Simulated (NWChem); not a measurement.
**B1LYP/aug-cc-pVDZ/aug-cc-pVDZ-PP (core potential) run of BiH2F (SMILES [H][Bi]([H])[F])**

Aim: the energy difference between two shapes of BiH2F at B1LYP/aug-cc-pVDZ/aug-cc-pVDZ-PP (core potential), from 2 runs. 

The results are computed with NWChem 7.3.0.

1 further run of the same task is left out (set aside as unsound or not needed).

### 1 The molecule

BiH2F: 4 atoms, total charge 0, spin state singlet. SMILES: `[H][Bi]([H])[F]`. Geometry: a GFN2-xTB relaxation, a rough one for these elements and not checked as a minimum.

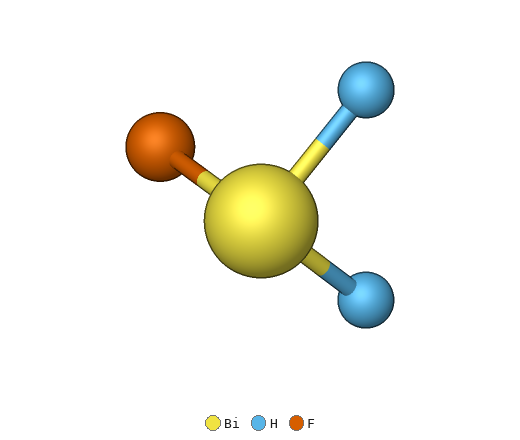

Viewed from a chosen angle; bismuth yellow, hydrogen blue, fluorine orange.

### 2 The charge distribution at B1LYP/aug-cc-pVDZ/aug-cc-pVDZ-PP (core potential)

Contents of test.nw:

```
start test
memory total 2200 mb
geometry units bohr noautosym nocenter noautoz
  Bi  0.05744767  0.12526994  1.53912524
  H   2.76508506  0.08704079 -0.41953810
  H  -1.21035069  2.47998208 -0.46404115
  F  -1.61218205 -2.69229281 -0.65554599
end
basis spherical bse
  * library aug-cc-pVDZ except Bi
  Bi library aug-cc-pVDZ-PP
end
ecp bse
  Bi library aug-cc-pVDZ-PP
end
dft
  xc becke88 0.75 lyp 1.0 hfexch 0.25
  grid medium
  iterations 100
  mulliken
  print low
end
property
  efield
  octupole
  quadrupole
  mulliken
  moldenfile
  molden_norm janpa
end
task dft property
```

Launch:

```
$ nwchem test.nw > test.out
```

The log of the run:

```text
[...]
 **** WARNING Zero Coefficient **** on atom "              Bi"
 angular momentum value:-1  standard basis set name: "aug-cc-pVDZ-PP"
 input line that generated warning:
  3412: 2       1.0000000              0.0000000
[...]
 d= 0,ls=0.0,diis     1   -315.4984495399 -3.85D+02  2.52D-02  6.12D-01     1.3
[...]
 d= 0,ls=0.0,diis     8   -315.5789819392 -4.33D-10  1.84D-06  2.89D-08     7.0
         Total DFT energy =     -315.578981939153
      One electron energy =     -653.367688961087
           Coulomb energy =      296.074612261827
    Exchange-Corr. energy =      -28.239922970815
 Nuclear repulsion energy =       69.954017730922
[...]
      Total Density - Mulliken Population Analysis
     ---------------------------------------------
    Atom       Charge   Shell Charges
 -----------   ------   -------------------------------------------------------
    1 Bi  23    22.21   0.06  1.98  1.21  0.64  0.02  6.00  1.48  0.75 -0.01  9.65  0.43 -0.00
    2 H    1     1.08   0.70  0.35  0.02  0.01 -0.00
    3 H    1     1.08   0.70  0.35  0.02  0.01 -0.00
    4 F    9     9.63   2.01  0.90  1.03  0.09  3.29  2.09  0.22  0.00  0.01
[...]
```

Wall time 7.5 s (1 thread of Intel Xeon 6975P-C (Granite Rapids), shared host); peak memory 0.12 GiB.

Atomic charges (e):

```
atom  Löwdin
 Bi1  +1.110
  H2  -0.260
  H3  -0.260
  F4  -0.600
```

### 3 The distorted shape, same level

Contents of bifh2.nw:

```
start bifh2
title "BiFH2"
memory total 2200 mb

geometry units angstroms noautosym nocenter noautoz
  Bi    0.115838    0.068339    0.795999
  H     1.392860   -0.097622   -0.207529
  H    -0.707001    1.036240   -0.326505
  F    -0.782117   -1.514663   -0.362713
end

basis spherical bse
  * library aug-cc-pVDZ except Bi
  Bi library aug-cc-pVDZ-PP
end

ecp bse
  Bi library aug-cc-pVDZ-PP
end

dft
  xc becke88 0.75 lyp 1.0 hfexch 0.25
  grid medium
  maxiter 100
  mulliken
end

property
  efield
  octupole
  quadrupole
  mulliken
  moldenfile
  molden_norm janpa
end

task dft property
```

Launch:

```
$ nwchem bifh2.nw > bifh2.out
```

The log of the run:

```text
[...]
 **** WARNING Zero Coefficient **** on atom "              Bi"
 angular momentum value:-1  standard basis set name: "aug-cc-pVDZ-PP"
 input line that generated warning:
  3412: 2       1.0000000              0.0000000
[...]
          Wavefunction type:  closed shell.
          No. of atoms     :     4
          No. of electrons :    34
[...]
          Charge           :     0
          Spin multiplicity:     1
[...]
          AO basis - number of functions:    73
[...]
              XC Information
              --------------
                     Hartree-Fock (Exact) Exchange  0.250
                    Becke 1988 Exchange Functional  0.750
              Lee-Yang-Parr Correlation Functional  1.000
[...]
 d= 0,ls=0.0,diis     1   -315.4716173746 -3.85D+02  2.63D-02  6.71D-01     1.2
[...]
 d= 0,ls=0.0,diis     8   -315.5626761876  8.92D-09  3.08D-06  1.76D-07     6.9
         Total DFT energy =     -315.562676187625
      One electron energy =     -652.139789955422
           Coulomb energy =      295.515736114689
    Exchange-Corr. energy =      -28.263449932467
 Nuclear repulsion energy =       69.324827585576
[...]
      Total Density - Mulliken Population Analysis
     ---------------------------------------------
    Atom       Charge   Shell Charges
 -----------   ------   -------------------------------------------------------
    1 Bi  23    22.37   0.06  1.98  1.20  0.66  0.03  6.00  1.56  0.80 -0.00  9.64  0.43  0.01
    2 H    1     0.98   0.75  0.23 -0.00  0.02 -0.00
    3 H    1     1.02   0.72  0.28  0.01  0.01 -0.00
    4 F    9     9.63   2.01  0.90  1.03  0.09  3.29  2.08  0.23  0.00  0.01
[...]
```

It took 7.5 s on 1 thread of Intel Xeon 6975P-C (Granite Rapids), shared host; peak memory 0.12 GiB.

Atomic charges (e):

```
atom  Löwdin
 Bi1  +1.170
  H2  -0.320
  H3  -0.280
  F4  -0.580
```

### 4 What came out

At B1LYP/aug-cc-pVDZ/aug-cc-pVDZ-PP (core potential):

```
                              quantity          value
             first shape: total energy  -315.57898 Eh
         distorted shape: total energy  -315.56268 Eh
        distorted shape: dipole moment         4.42 D
          distorted shape: HOMO energy       -8.12 eV
          distorted shape: LUMO energy       -2.36 eV
        distorted shape: HOMO–LUMO gap        5.76 eV
energy change with the atoms displaced       0.444 eV
```

What this shows: With the atoms displaced the energy rises by 0.44 eV (10.2 kcal/mol). The first shape isn't relaxed at this level, so the change isn't measured from a minimum.
